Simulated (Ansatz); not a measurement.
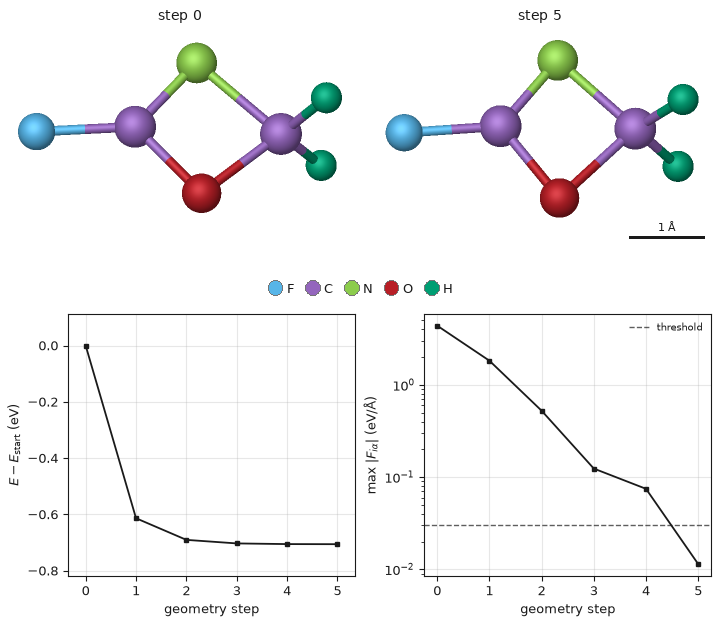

First and last geometry of a relaxation of C₂H₂FNO (coarse preliminary run), with the history of the run. The picture is a ball-and-stick view, seen at a tilt.

The start comes from a force field.

Method: RKS PBE-D4/def2-SVP (Ansatz).

Input
```yaml
crystal:
  periodic: [false, false, false]
  atoms:
    - {symbol: F, position_ang: [-1.125500, -2.068700, 0.453000]}
    - {symbol: C, position_ang: [-0.545900, -0.899900, 0.185700]}
    - {symbol: N, position_ang: [-0.953200, 0.194100, -0.392100]}
    - {symbol: C, position_ang: [0.487400, 0.739400, -0.170300]}
    - {symbol: O, position_ang: [0.722400, -0.534200, 0.425200]}
    - {symbol: H, position_ang: [0.465300, 1.584700, 0.528600]}
    - {symbol: H, position_ang: [1.010800, 0.916600, -1.075900]}
basis:
  gaussian: {orbitals: def2-SVP}
hamiltonian: {xc: pbe, dispersion: d4}
relax: {f_tol: 0.03, max_steps: 200}
```

Question: Did the run converge, and what did it change?

Answer: It converged. After 5 geometry steps the energy has fallen by 0.706 eV. Largest force component: 4.4 eV/Å at the start, 0.011 eV/Å at the end. The atom that moves furthest after the best rigid fit is C4 (0.11 Å). By element the largest moves are C 0.11 Å, F 0.10 Å, O 0.09 Å, H 0.06 Å, N 0.05 Å. Some distances before and after: N3–C4 1.556 → 1.471 Å, C4–O5 1.425 → 1.496 Å, C4–H7 1.061 → 1.108 Å, F1–C2 1.332 → 1.306 Å. Among the angles between lasting bonds that change: C2–O5–C4 90.8° → 79.1°, N3–C2–O5 98.4° → 107.2°, F1–C2–O5 127.9° → 120.4°.

```tsv
step	E − E(0), eV	largest force component, eV/Å
0	0.0000	4.3920
1	-0.6136	1.8310
2	-0.6905	0.5252
3	-0.7031	0.1238
4	-0.7055	0.0746
5	-0.7058	0.0114
```
